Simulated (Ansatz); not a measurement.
**Starting-point dependence of the GW gap of SnO2 (Pnnm)**

Aim: G0W0 for SnO2 (Pnnm) on several starting functionals, at one mesh, band count and screening cutoff.

Method: G0W0 on several functionals, plane waves, PAW, in Ansatz 0.2.0.

In doubt: masses and optical values from hybrid runs of this build are listed as unsure (step 4), which bears on the screening that GW takes from such a start.

### 1. The structure

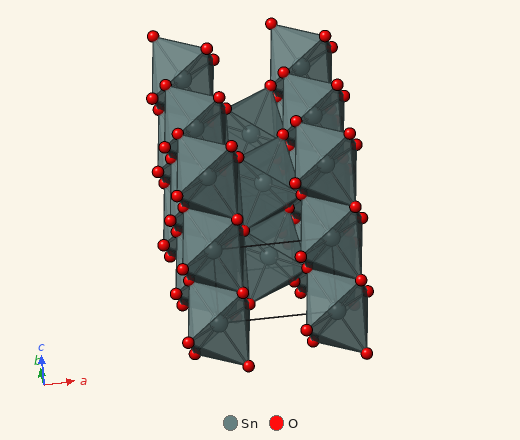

Start, viewed slightly off an axis; tin teal, oxygen red. 1×2×2 cells are drawn. Some periodic images of atoms are drawn too.

The cell and positions are those that the Materials Project relaxed with its own functionals (PBE, PBE+U or r2SCAN), kept fixed. This is not the form that SnO2 usually takes at ambient conditions.

### 2. G0W0 on LDA

G0W0 replaces the xc potential by the self-energy, built once from these orbitals. Only a window of levels is corrected, while the sums run over the empty bands that the input names. This step takes PAW set soft_1 files.

This step: G0W0 on LDA, plane waves, PAW; PAW set soft_1.

File input.yaml:

```yaml
crystal:
  lattice:
    - [4.788004, 0.0, 0.0]
    - [0.0, 4.866582, 0.0]
    - [0.0, 0.0, 3.240898]
  atoms:
    - { symbol: Sn, position: [0.5, 0.5, 0.5] }
    - { symbol: Sn, position: [0.0, 0.0, 0.0] }
    - { symbol: O, position: [0.291855, 0.321042, 0.0] }
    - { symbol: O, position: [0.791855, 0.178958, 0.5] }
    - { symbol: O, position: [0.208145, 0.821042, 0.5] }
    - { symbol: O, position: [0.708145, 0.678958, 0.0] }
kpoints:
  mp_grid: { grid: [4, 4, 4] }
hamiltonian:
  xc: lda
  pseudopotentials: { kind: paw, azcp: { folder: soft_1 }, xc_functional: pbe }
scf:
  occupations: { method: fixed }
gw:
  n_empty_bands: 171
  ecut_chi: 100
  qp_bands: [v2, c2]
  qp_kpoints: band_edges
  screening: { model: contour_deformation }
```

Run with:

```console
$ ansatz run input.yaml --threads 2 --pin off --max-ram 92160MiB --backend cuda --events-out ev --progress --plain --runs-dir out --devices 1 --max-vram 13GiB
```

Numbers of over 12 decimals in the logs are rounded to 6 here.

The program printed:

```text
GPUs: using 1 of 1 available (devices: 1).
Engine: ansatz 0.2.0, x86_64-unknown-linux-gnu
Pseudopotentials: kind: paw
Pseudopotential: Sn, paw, valence charge 14, recommended cutoff 420 eV (normal), soft_1/Sn.paw.azcp
Pseudopotential: O, paw, valence charge 6, recommended cutoff 420 eV (normal), soft_1/O.paw.azcp
Functional definition: SPW92
  exchange = slater_x
  correlation = pw_c
device memory: the entry about to start is reckoned to put 1.0 GiB on a device that reports 48.4 GiB free (of which the cap on the GPU budget leaves the run 13.0 GiB)
GPU FFT provider: cuFFT
GPU libraries: cuBLAS 13.8.2, cuFFT 12.4.0, cuSOLVER 12.3.4
Crystal: 6 atoms, lattice volume = 75.517 Å³
Basis set: ecut = 420 eV, 1479 PW (Γ)
Bands: 32, of which v1, the nominal top of the filled ones, is band 26 counted from 1 (25 counted from 0)
Symmetry: 8 space group operations
Space group: Pnnm (ITA 58), of the structure as read, at distance tolerance 4.2e-5 Å
k-points: 27 of 64
Non-local potential: Sn, projectors of the file, l = 0: 2, l = 1: 2, l = 2: 2, l = 3: 1
Non-local potential: O, projectors of the file, l = 0: 2, l = 1: 2, l = 2: 1
PAW form: soft (Blöchl's): semilocal exchange-correlation on the pseudo side does not see the compensation charge
PAW frozen core: Sn, regenerated for the run's functional, and the local potential with it (the file was generated under x = pbe(κ = 0.804, μ = 0.219515), c = pbe(β = 0.066725))
PAW frozen core: O, regenerated for the run's functional, and the local potential with it (the file was generated under x = pbe(κ = 0.804, μ = 0.219515), c = pbe(β = 0.066725))
PAW one-centre angular grid: Sn, 590 points (default); XC on 64 Gauss nodes
PAW one-centre angular grid: O, 110 points (default); XC on 64 Gauss nodes
Initial density: superposition of atomic densities (chi_scale 0.1, normalization cell, long waves kept (reshape's long-wave potential 0.00 eV rms))
Initial wavefunctions: pseudopotential atomic-orbital guess
GPU buffer pool allocated for 31104 grid points (all kernels)
GPU transforms: local potential and band sums: pruned to the plane-wave sphere, on 36×36×24
Functional: x = slater, c = lda
SCF iter   1: F=—  HF=-13980.935276 eV  |F-HF|=—  |Δ(HF+E_count)|=         —  Δρ=6.33e-2  dr2=2.15e0  ethr=3.10e-3  ⟨swp⟩=4.0  Hψ=3345  notcnv=0  defer=106
preconditioner: auto → Resta (q_TF=auto, 2.564 Å⁻¹)  ε∞=3.5  [insulator: Δε(μ)=1.030 eV  Ē_g=19.400 eV  n_scr=18 (ndim 8)  ℏωp=30.8 eV  f_vac=0.000  ε∞_Penn≈3.5]
SCF iter   2: F=—  HF=-13980.461484 eV  |F-HF|=—  |Δ(HF+E_count)|=   4.74e-1  Δρ=3.27e-2  dr2=4.12e-1  ethr=3.10e-3  ⟨swp⟩=2.9  Hψ=1794  notcnv=0  defer=108
SCF iter   3: F=—  HF=-13980.362559 eV  |F-HF|=—  |Δ(HF+E_count)|=   9.89e-2  Δρ=9.58e-3  dr2=6.90e-2  ethr=7.93e-4  ⟨swp⟩=3.0  Hψ=1539  notcnv=0  defer=108
SCF iter   4: F=—  HF=-13980.346016 eV  |F-HF|=—  |Δ(HF+E_count)|=   1.65e-2  Δρ=1.91e-3  dr2=1.84e-3  ethr=1.33e-4  ⟨swp⟩=2.0  Hψ=1163  notcnv=0  defer=108
SCF iter   5: F=—  HF=-13980.346421 eV  |F-HF|=—  |Δ(HF+E_count)|=   4.05e-4  Δρ=5.58e-4  dr2=1.67e-4  ethr=3.53e-6  ⟨swp⟩=2.9  Hψ=1249  notcnv=0  defer=108
SCF iter   6: F=—  HF=-13980.346462 eV  |F-HF|=—  |Δ(HF+E_count)|=   4.04e-5  Δρ=6.99e-5  dr2=2.82e-6  ethr=3.21e-7  ⟨swp⟩=2.1  Hψ=1238  notcnv=0  defer=97
SCF iter   7: F=-13980.346462 eV  HF=-13980.346462 eV  |F-HF|=2.17e-8  |Δ(HF+E_count)|=   4.49e-7  Δρ=9.16e-6  dr2=7.11e-8  ethr=1.92e-10  ⟨swp⟩=8.4  Hψ=3978  notcnv=0
SCF 1 converged in 7 iterations: F = -13980.346462 eV  dr2 = 7.11e-8
  greatest PAW one-centre occupation: 0.997 electrons in one spin orbital (limit 2), on the Sn atom at site 1 (counted from 0), in its partial waves of l = 2
device memory: the entry about to start is reckoned to put 1.1 GiB (of the 1.1 GiB reckoned in all, the device holds 0.1 GiB already) on a device that reports 48.1 GiB free (of which the cap on the GPU budget leaves the run 12.9 GiB)
NSCF: frozen V_eff on 27 k-points, pencils in batches of 32, up to order 128
the band table was solved once the SCF had ended and its energy, with any forces and stress, was formed, with the checks that follow a solve (3540 applications of the Hamiltonian). They found nothing against the state; the energy, forces and stress were not computed again (output.eigenvalues in the input reference)
device memory: the entry about to start is reckoned to put 2.7 GiB on a device that reports 45.2 GiB free (of which the cap on the GPU budget leaves the run 13.0 GiB)
NSCF: frozen V_eff on 27 k-points
G₀W₀ screening: q 1/27
[... further progress lines ...]
SCF converged after 7 iterations
Free energy (F): -13980.346462 eV
Harris-Foulkes:  -13980.346462 eV  (|F-HF|=2.17e-8)
Internal energy: -13980.346462 eV  (E = F + TS)
E sigma→0 (E₀):  -13980.346462 eV
Fermi energy:    8.287181 eV
--- Per-component energies (eV) ---
  E_band       = -169.680386
  E_kinetic    = 1009.174744
  E_local      = -3266.999028  (includes V_loc(G=0)·N_el)
  E_nonlocal   = 516.673117
  E_hartree    = 1465.635023
  E_xc         = -527.850065
  E_vxc        = -520.356380  (∫ρ·V_xc dr)
  E_paw        = -9065.758529  (= ΣΔE_a)
  E_vpaw       = -839.442503  (= ΣTr[D̂ρ^β])
  E_aug_tail   = 0.003884  (compensation charges beyond the density's cutoff)
  E_ewald      = -4112.463075
  E_core_change = 1.237468  (= ΣΔE_core)
[...]
eigenvalues of the whole cell's RPA ε∞ on this k-mesh (on a slab, of 1 + 4πα/V) = 5.4436, 5.9033, 5.9363; static W/v taken at q = 0 is 0.175798
  bands read: the sum over 197 bands ends inside a degenerate multiplet in 18 slots, whose members it reads at an even weight; the widest, k=2: bands 197 to 198 (counted from 1) at 1/2 each
  gw.qp_kpoints: band_edges: 15 of 27 stored k-points solved, in 1 pass; an edge of the gap read off the rows below is read off those points alone
    valence top: of the k-points left out ik 19 came nearest to being solved in a further pass, in band 26 (counted from 1, as in the quasiparticle table): it holds the edge there only if its correction is more favourable than any solved in that band by at least 0.527 eV; those differ by 0.199 eV
    conduction bottom: of the k-points left out ik 21 came nearest to being solved in a further pass, in band 27 (counted from 1, as in the quasiparticle table): it holds the edge there only if its correction is more favourable than any solved in that band by at least 3.273 eV; those differ by 0.746 eV
  `?` marks the rows in doubt; gw_qp.tsv's column doubts and the gw_qp event give each row's grounds
    ik  band        ε_KS         Σx   Σc(E_QP)       V_xc       Z   E_QP_lin       E_QP  E_QP is
     0    25      7.6681   -26.1364     5.0264   -20.7783  0.7206     7.3320     7.3364  root
     0    26      8.2872   -26.1140     4.8616   -20.9164  0.7285     7.9469     7.9511  root
     0    27      8.9715   -15.6815    -2.5934   -19.1286  0.7927     9.8469     9.8252  root
     0    28     13.8104   -12.5264    -4.7603   -18.6382  0.7572    15.2241    15.1619  root ?
     1    25      7.6305   -26.3476     5.1648   -20.8098  0.7187     7.2514     7.2575  root
     1    26      7.9049   -26.3026     5.4980   -20.3511  0.7152     7.4409     7.4515  root
     1    27     11.4987   -16.0972    -3.4155   -20.7382  0.7761    12.7915    12.7243  root
     1    28     14.4857   -14.2216    -4.9025   -20.7562  0.7509    16.1507    16.1178  root ?
     2    25      7.2453   -26.0477     5.5976   -19.9593  0.7054     6.7336     6.7545  root
     2    26      7.2453   -26.0477     5.5976   -19.9593  0.7054     6.7336     6.7545  root
     2    27     13.7399   -14.9277    -4.5521   -21.0754  0.7586    15.3782    15.3355  root ?
     2    28     13.7399   -14.9277    -4.5521   -21.0754  0.7586    15.3782    15.3355  root ?
     3    25      7.6918   -26.2327     5.0678   -20.8221  0.7201     7.3441     7.3491  root
     3    26      7.9845   -26.2239     5.3278   -20.4716  0.7184     7.5516     7.5600  root
     3    27     10.3179   -16.2701    -2.7771   -20.0583  0.7834    11.3667    11.3290  root
     3    28     13.4004   -13.4795    -4.4648   -19.2661  0.7663    14.7975    14.7223  root ?
     4    25      7.5722   -26.2573     5.1996   -20.6684  0.7169     7.1756     7.1829  root
     4    26      7.8718   -26.4350     5.3455   -20.6715  0.7180     7.4454     7.4538  root
     4    27     11.9534   -15.6246    -3.7094   -20.6052  0.7729    13.2952    13.2247  root ?
     4    28     14.2147   -14.6628    -4.7756   -21.0349  0.7454    15.8396    15.8112  root ?
     6    25      7.7311   -26.2616     5.1622   -20.7209  0.7186     7.3455     7.3527  root
     6    26      7.7311   -26.2616     5.1622   -20.7209  0.7186     7.3455     7.3527  root
     6    27     12.1652   -15.2445    -3.7590   -20.2460  0.7738    13.4761    13.4077  root
     6    28     12.1652   -15.2445    -3.7590   -20.2460  0.7738    13.4761    13.4077  root
     8    25      7.6739   -26.7436     4.6932   -21.7587  0.7307     7.3792     7.3822  root
     8    26      7.6739   -26.7436     4.6932   -21.7587  0.7307     7.3792     7.3822  root
     8    27     13.9390   -14.9890    -4.5882   -21.1768  0.7557    15.5788    15.5387  root ?
     8    28     13.9390   -14.9890    -4.5882   -21.1768  0.7557    15.5788    15.5387  root ?
     9    25      7.7063   -26.2040     5.1263   -20.7209  0.7189     7.3435     7.3495  root
     9    26      8.1790   -26.6184     5.3878   -20.8207  0.7204     7.7616     7.7690  root
     9    27     10.2310   -16.1748    -2.8030   -19.9881  0.7836    11.2783    11.2413  root
     9    28     13.2907   -13.3327    -4.4359   -19.0698  0.7704    14.6703    14.5917  root ?
    10    25      7.5196   -26.1649     5.3364   -20.4074  0.7135     7.0874     7.0984  root
    10    26      7.9119   -26.4047     5.4769   -20.4855  0.7162     7.4602     7.4696  root
    10    27     11.9506   -15.6652    -3.7024   -20.6385  0.7694    13.2894    13.2215  root ?
    10    28     14.1753   -14.6292    -4.7482   -20.9623  0.7517    15.8039    15.7602  root ?
[...]
12    28     13.0800   -13.6353    -4.3988   -19.3428  0.7771    14.4812    14.3887  root ?
[...]
13    27     12.2169   -15.3225    -3.8846   -20.5042  0.7727    13.5938    13.5141  root ?
    13    28     13.7632   -14.5191    -4.6203   -20.6428  0.7643    15.3496    15.2665  root ?
[...]
16    27     12.9431   -14.8300    -4.2628   -20.4830  0.7696    14.4204    14.3333  root ?
    16    28     12.9431   -14.8300    -4.2628   -20.4830  0.7696    14.4204    14.3333  root ?
    18    25      7.8539   -26.2904     5.2566   -20.6329  0.7173     7.4500     7.4529  root
    18    26      7.8539   -26.2904     5.2566   -20.6329  0.7173     7.4500     7.4529  root
    18    27     12.0051   -15.1008    -3.7520   -20.0783  0.7747    13.2984    13.2306  root
    18    28     12.0051   -15.1008    -3.7520   -20.0783  0.7747    13.2984    13.2306  root
    22    25      7.7365   -26.3913     5.4134   -20.5464  0.7155     7.2947     7.3049  root
    22    26      7.7365   -26.3913     5.4134   -20.5464  0.7155     7.2947     7.3049  root
    22    27     12.9243   -14.8364    -4.2577   -20.4791  0.7862    14.4317    14.3093  root ?
    22    28     12.9243   -14.8364    -4.2577   -20.4791  0.7862    14.4317    14.3093  root ?
    26    25      7.6338   -26.4217     5.6113   -20.3357  0.7126     7.1478     7.1591  root
    26    26      7.6338   -26.4217     5.6113   -20.3357  0.7126     7.1478     7.1591  root
    26    27     12.5276   -13.6050    -4.2134   -19.1494  0.7845    13.9435    13.8585  root ?
    26    28     12.5276   -13.6050    -4.2134   -19.1494  0.7845    13.9435    13.8585  root ?
```

Elapsed: 21 s, on 1 × NVIDIA H100 80GB HBM3 (shared by 6 runs) with 2 threads of AMD EPYC 7R13 (Zen 3), shared host; peak memory 1.3 GiB; 28 s of CPU time.

Numbers from this step:

- bands summed: 197
- RPA ε∞ on this mesh (eigenvalues): 5.444, 5.903, 5.936
- plane waves in the screening matrix: 177
- q-points in the mesh: 64
- G0W0 gap on the mesh: 1.874 eV
- k of the valence top: 0, 0, 0
- k of the conduction bottom: 0, 0, 0
- starting gap on the mesh: 0.6843 eV
- Z at the valence top: 0.7285
- Z at the conduction bottom: 0.7927
- least direct G0W0 gap on the computed points: 1.874 eV

The gap on the mesh goes from 0.68 eV to 1.87 eV, a correction of +1.19 eV. Between the two edge states, bare exchange in place of the xc potential would open the gap by 8.64 eV, and correlation takes back 7.46 eV.

### 3. G0W0 on r2SCAN

One-shot GW remembers its start. Another functional's orbitals and levels show by how much.

This step: G0W0 on r2SCAN, plane waves, PAW; PAW set soft_1.

Changes to input.yaml since step 2:

```diff
@@ -15,4 +15,4 @@
 hamiltonian:
-  xc: lda
-  pseudopotentials: { kind: paw, azcp: { folder: soft_1 }, xc_functional: pbe }
+  xc: r2scan
+  pseudopotentials: { kind: paw, azcp: { folder: soft_1 } }
 scf:
```

The program printed:

```text
GPUs: using 1 of 1 available (devices: 1).
[...]
GPU FFT provider: cuFFT
GPU libraries: cuBLAS 13.8.2, cuFFT 12.4.0, cuSOLVER 12.3.4
Crystal: 6 atoms, lattice volume = 75.517 Å³
Basis set: ecut = 500 eV, 1931 PW (Γ), exchange–correlation on 144×144×96 points (64 copies of the dense FFT grid, shifted against one another)
Bands: 32, of which v1, the nominal top of the filled ones, is band 26 counted from 1 (25 counted from 0)
Symmetry: 8 space group operations
[...]
k-points: 27 of 64
[...]
GPU buffer pool allocated for 31104 grid points (all kernels)
[...]
SCF iter   1: F=—  HF=-14352.615537 eV  |F-HF|=—  |Δ(HF+E_count)|=         —  Δρ=7.83e-2  dr2=3.64e0  dr2_τ=4.46e-1  ethr=3.10e-3  ⟨swp⟩=4.0  Hψ=3673  notcnv=0  defer=107
[...]
SCF iter   7: F=-14352.457259 eV  HF=-14352.457259 eV  |F-HF|=2.95e-8  |Δ(HF+E_count)|=   5.51e-7  Δρ=1.02e-5  dr2=6.70e-8  dr2_τ=3.90e-9  ethr=1.92e-10  ⟨swp⟩=8.6  Hψ=4264  notcnv=0
SCF 1 converged in 7 iterations: F = -14352.457259 eV  dr2 = 6.70e-8
[...]
NSCF: frozen V_eff on 27 k-points, pencils in batches of 32, up to order 128
[...]
NSCF: frozen V_eff on 27 k-points
G₀W₀ screening: q 1/27
[... further progress lines ...]
SCF converged after 7 iterations
Free energy (F): -14352.457259 eV
[...]
Internal energy: -14352.457259 eV  (E = F + TS)
E sigma→0 (E₀):  -14352.457259 eV
Fermi energy:    8.257569 eV
[...]
--- Band table (eV; the first three rows and the last of 27) ---
  k-point 0: bands = [... 22 lower, 7.1528, 7.6194, 7.6281, 8.2576, 9.6685, 14.7184, 15.0899, 15.2489, ... 2 higher]
  k-point 1: bands = [... 22 lower, 5.8468, 7.5108, 7.5871, 7.8425, 12.2309, 15.4498, 17.1601, 17.2764, ... 2 higher]
  k-point 2: bands = [... 22 lower, 6.7764, 6.7764, 7.1773, 7.1773, 14.6736, 14.6736, 18.5196, 18.5196, ... 2 higher]
  k-point 26: bands = [... 22 lower, 7.4037, 7.4037, 7.5531, 7.5531, 13.4384, 13.4384, 17.7175, 17.7175, ... 2 higher]
[...]
0    25      7.6281   -26.2987     4.8494   -21.1936  0.7545     7.3713     7.3724  root
     0    26      8.2576   -26.8257     5.0796   -21.4476  0.7558     7.9574     7.9590  root
     0    27      9.6685   -14.0855    -3.1529   -17.8951  0.8272    10.3294    10.3251  root
     0    28     14.7184   -12.0166    -4.4303   -17.4591  0.8024    15.7513    15.7305  root
     1    25      7.5871   -26.4779     4.9439   -21.2345  0.7537     7.2859     7.2876  root
     1    26      7.8425   -26.4266     5.2423   -20.8107  0.7510     7.4661     7.4689  root
     1    27     12.2309   -15.3580    -3.3663   -19.7753  0.8066    13.2979    13.2820  root
     1    28     15.4498   -13.7490    -4.6286   -19.6437  0.7837    16.7564    16.7159  root
[...]
26    25      7.5531   -26.5035     5.3318   -20.7799  0.7481     7.1583     7.1614  root
    26    26      7.5531   -26.5035     5.3318   -20.7799  0.7481     7.1583     7.1614  root
    26    27     13.4384   -13.0615    -4.0227   -18.0793  0.8140    14.4490    14.4336  root
    26    28     13.4384   -13.0615    -4.0227   -18.0793  0.8140    14.4490    14.4336  root
```

Wall time 27 s (1 × NVIDIA H100 80GB HBM3 (shared by 6 runs) with 2 threads); peak memory 1.4 GiB; 37 s of CPU time.

Numbers from this step:

```yaml
bands_summed: 197
rpa_eps_infinity_on_this_mesh_eigenvalues: 4.234, 4.265, 4.526
plane_waves_in_the_screening_matrix: 177
q_points_in_the_mesh: 64
g0w0_gap_on_the_mesh: 2.366 eV
k_of_the_valence_top: 0, 0, 0
k_of_the_conduction_bottom: 0, 0, 0
starting_gap_on_the_mesh: 1.411 eV
z_at_the_valence_top: 0.7558
z_at_the_conduction_bottom: 0.8272
least_direct_g0w0_gap_on_the_computed_points: 2.366 eV
```

Against the run with 4×4×4 mesh, 171 empty bands, screening to 100 eV, PAW set soft_1 files on LDA, the gap moves by +0.49 eV, while the start moved by +0.73 eV.

### 4. G0W0 on HSE06

This step: G0W0 on HSE06, plane waves, PAW; PAW set soft_1.

Changes to input.yaml since step 3:

```diff
@@ -15,3 +15,3 @@
 hamiltonian:
-  xc: r2scan
+  xc: hse06
   pseudopotentials: { kind: paw, azcp: { folder: soft_1 } }
```

The program printed:

```text
GPUs: using 1 of 1 available (devices: 1).
[...]
davidson cushion auto → on  (no smearing: the cushion is to keep the highest requested band from converging to the state above it; pin scf.eigensolver.cushion to override)
[...]
GPU FFT provider: cuFFT
GPU libraries: cuBLAS 13.8.2, cuFFT 12.4.0, cuSOLVER 12.3.4
Crystal: 6 atoms, lattice volume = 75.517 Å³
Basis set: ecut = 420 eV, 1479 PW (Γ)
[...]
1    27     12.4727   -15.0397    -3.3197   -19.3031  0.8286    13.4233    13.4164  root
     1    28     15.9225   -13.4675    -4.3832   -18.8828  0.8102    16.9679    16.9545  root
[...]
26    25      6.6239   -26.5410     4.9895   -21.6685  0.7747     6.7408     6.7410  root
    26    26      6.6239   -26.5410     4.9895   -21.6685  0.7747     6.7408     6.7410  root
    26    27     13.7037   -12.7587    -3.8868   -17.5232  0.8356    14.5876    14.5814  root
    26    28     13.7037   -12.7587    -3.8868   -17.5232  0.8356    14.5876    14.5814  root
[key lines of the parts left out:]
Free energy (F): -14325.568621 eV
Fermi energy:    7.375079 eV
```

Run time: 79 s. Hardware: 1 × NVIDIA H100 80GB HBM3 (shared by 6 runs) with 2 threads; peak memory 1.8 GiB.

This step gave:

```
bands summed                                 : 197
RPA ε∞ on this mesh (eigenvalues)            : 3.566, 3.597, 3.961
plane waves in the screening matrix          : 177
G0W0 gap on the mesh                         : 2.895 eV
k of the valence top                         : 0, 0, 0
k of the conduction bottom                   : 0, 0, 0
starting gap on the mesh                     : 2.426 eV
least direct G0W0 gap on the computed points : 2.895 eV
```

Against the run with 4×4×4 mesh, 171 empty bands, screening to 100 eV, PAW set soft_1 files on r2SCAN, the gap moves by +0.53 eV, while the start moved by +1.02 eV.

(Continued in part 2 of 2.)

[Paths, hosts, dates, memory and timing lines, banners, echoed tables and standing remarks are left out of the program output.]

[Logs are printed without paths, hosts, clocks, repeated set-up lines and the standing remarks that a program may print on its own settings, such as how far it seeks lower states.]

[Runs of the session that timed out or met a known fault of the program may be left out.]

[Cells called generated may have been cut or substituted from an entry of the Crystallography Open Database or the Materials Project.]

[Hosts, paths, dates, database ids (printed as entryN), source tags and the programs' standing remarks are cut or masked in the printed files.]
